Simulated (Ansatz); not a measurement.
C3H7NTe: several calculations on one system

## 1. Relaxation

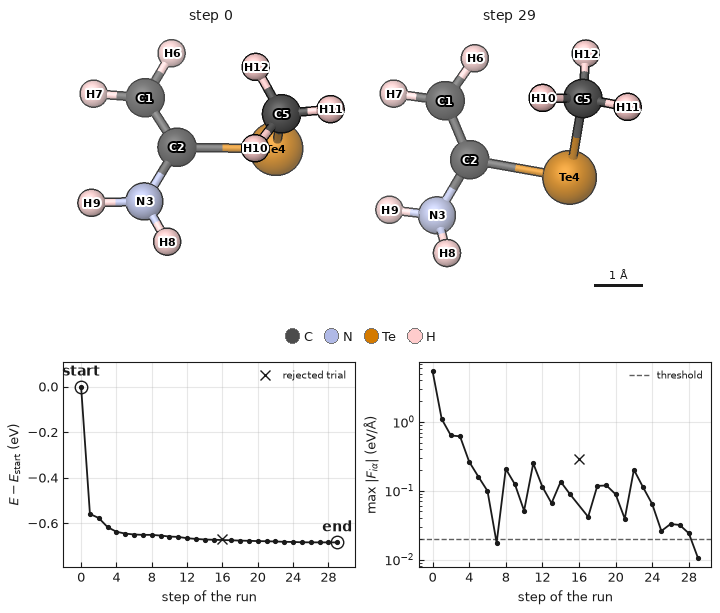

First and last geometry of a relaxation of C3H7NTe, with the history of the run. A ball-and-stick model, seen at a tilt.

The run prepares an end point of a later path (hydrogen shift) calculation, from a guessed geometry.

Theory: RKS B3LYP-D4/def2-SVP (Ansatz). Set-up: no spin polarisation; force threshold 0.02 eV/Å; at most 50 steps.

Question: Read the history and describe the run.

Answer: It converged. After 28 accepted moves (29 points after the start) the energy has fallen by 0.684 eV. The largest force component goes from 5.5 to 0.011 eV/Å. The line search rejected the trial step at point 16 of the run. The forces were under the threshold at step 7, but the run went on from there. H10 moves most after the best rigid fit: 1.08 Å. By element the largest moves are H 1.08 Å, Te 0.76 Å, N 0.64 Å, C 0.51 Å. Among the contacts that change: N3–H9 1.112 → 1.018 Å, Te4–C5 2.093 → 2.172 Å, C2–Te4 2.079 → 2.154 Å, C1–H6 1.153 → 1.090 Å. Bond angles that change, for instance: C2–N3–H8 123.0° → 115.7°, N3–C2–Te4 118.5° → 111.6°, C1–C2–N3 119.2° → 125.9°. Groups turn about C2–Te4 by about 55°.

## 2. Relaxation

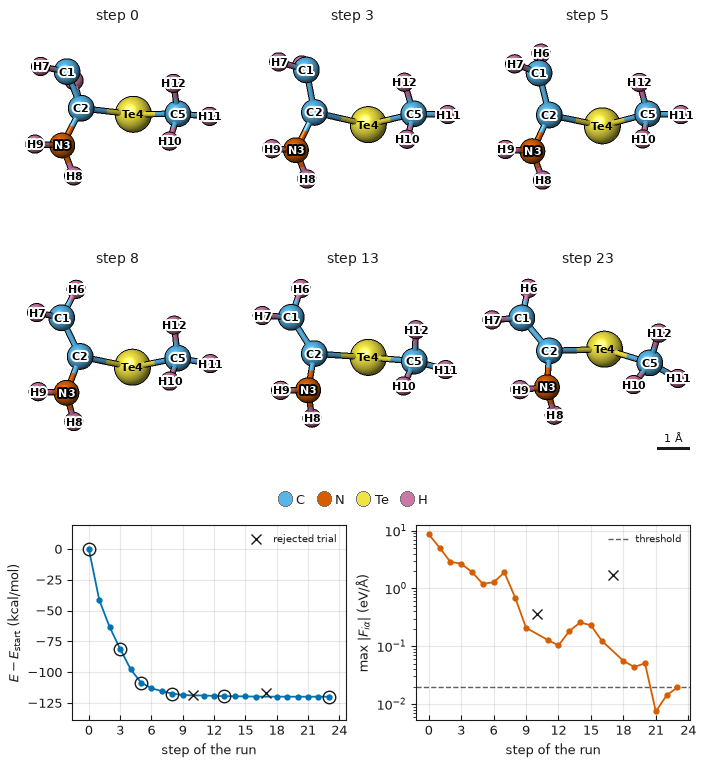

Frames of a relaxation of C3H7NTe, marked on the history of the run. A ball-and-stick model, seen face on.

The run prepares an end point of a later path (hydrogen shift) calculation, from a guessed geometry.

The calculation used Ansatz 0.2.0, RKS B3LYP-D4/def2-SVP.

The input:
```yaml
crystal:
  periodic: [false, false, false]
  atoms:
    - { symbol: C, position_ang: [-0.5288, 1.2986, 1.0833] }
    - { symbol: C, position_ang: [-0.4084, 0.0432, 0.8351] }
    - { symbol: "N", position_ang: [0.4493, -0.7299, 1.6274] }
    - { symbol: Te, position_ang: [-1.376, -0.8707, -0.7622] }
    - { symbol: C, position_ang: [0.1751, -0.4541, -2.105] }
    - { symbol: H, position_ang: [-1.33226, 0.61836, 0.89649] }
    - { symbol: H, position_ang: [-0.024, 1.8381, 1.8831] }
    - { symbol: H, position_ang: [0.6505, -1.7303, 1.434] }
    - { symbol: H, position_ang: [1.0165, -0.2863, 2.4751] }
    - { symbol: H, position_ang: [1.1, -0.9319, -1.6904] }
    - { symbol: H, position_ang: [-0.0749, -0.8334, -3.0783] }
    - { symbol: H, position_ang: [0.346, 0.6587, -2.1212] }
basis:
  gaussian: { orbitals: def2-SVP }
hamiltonian:
  xc: b3lyp
  dispersion: d4
relax:
  f_tol: 0.02
  max_steps: 50
output:
  orbitals: {}
```

Launched with:
```bash
ansatz run input.yaml --threads 2 --pin off --max-ram 3072MiB --backend cpu --events-out ev --progress --plain --runs-dir out
```

> Describe the path.

After 21 accepted moves (23 points after the start) the energy has fallen by 119.9 kcal/mol. Largest force component: 8.7 eV/Å at the start, 0.019 eV/Å at the end. The line search rejected the trial steps at points 10, 17 of the run. H6 moves most after the best rigid fit: 1.21 Å. By element the largest moves are H 1.21 Å, C 0.60 Å, N 0.55 Å, Te 0.26 Å. Near-neighbour distances that change, for instance: C2–H6 1.090 → 2.129 Å, Te4–H6 2.229 → 3.145 Å, N3–H9 1.112 → 1.018 Å, Te4–C5 2.093 → 2.181 Å. Bonds break, among them: C2–H6 (1.09 → 2.13 Å). Among the angles between lasting bonds that change: C2–C1–H6 54.2° → 121.6°, H6–C1–H7 142.4° → 117.8°, C2–N3–H8 123.0° → 115.4°. Groups turn about C2–Te4 by about 40°, Te4–C5 by about 25°. Cost: 3 min on 2 threads of Arm Neoverse N1 (shared host), peak memory 0.3 GiB. From step 0 to 3: H6 moves most (0.54 Å), energy −81.1 kcal/mol. From step 3 to 5: H6 moves most (0.39 Å), energy −27.4 kcal/mol. From step 5 to 8: H6 moves most (0.41 Å), energy −8.89 kcal/mol. From step 8 to 13: H atoms move most (0.35 Å), energy −2.09 kcal/mol. From step 13 to 23: H11 moves most (0.31 Å), energy −0.41 kcal/mol.

## 3. Path

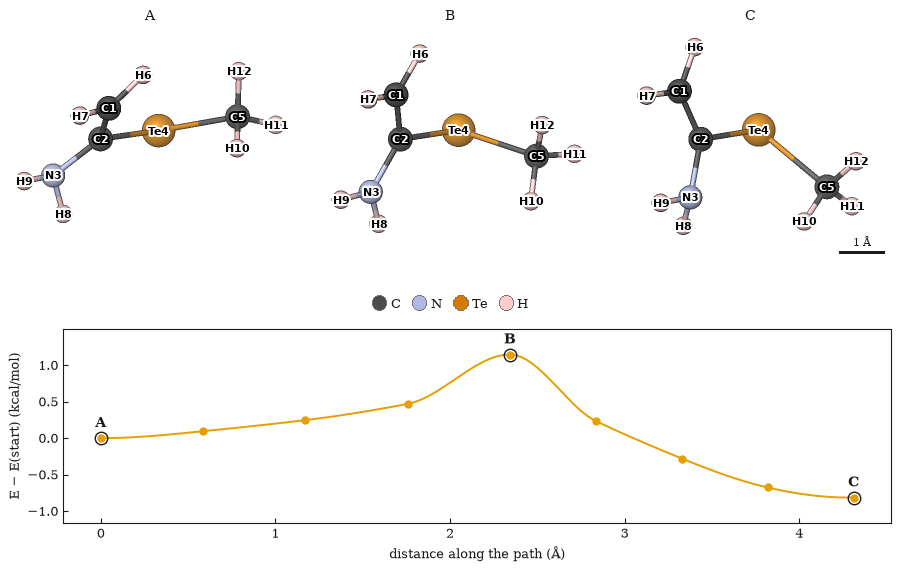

NEB run on C3H7NTe. Images are numbered from 0 (start) to 8 (end). Frames A to C are images 0, 4, 8. The picture is a ball-and-stick view, seen from a free direction.

Computed with Ansatz 0.2.0, RKS B3LYP-D4/def2-SVP. Set-up: 7 movable images; climbing image; force threshold 0.03 eV/Å; iteration limit 44; starting path through a guess of the saddle point.

### Describe the mechanism and the energy profile.

Forward barrier 1.15 kcal/mol, backward barrier 1.96 kcal/mol, with image 4 at the top; the reaction energy is −0.81 kcal/mol. No bond forms or breaks between the ends. Among the angles between lasting bonds that change up to the highest image: H8–N3–H9 112.6° → 118.5°, C2–N3–H9 115.0° → 120.4°. The band is converged. At the top, the vibrational analysis gives one imaginary mode (344i cm⁻¹), as a transition state must have.
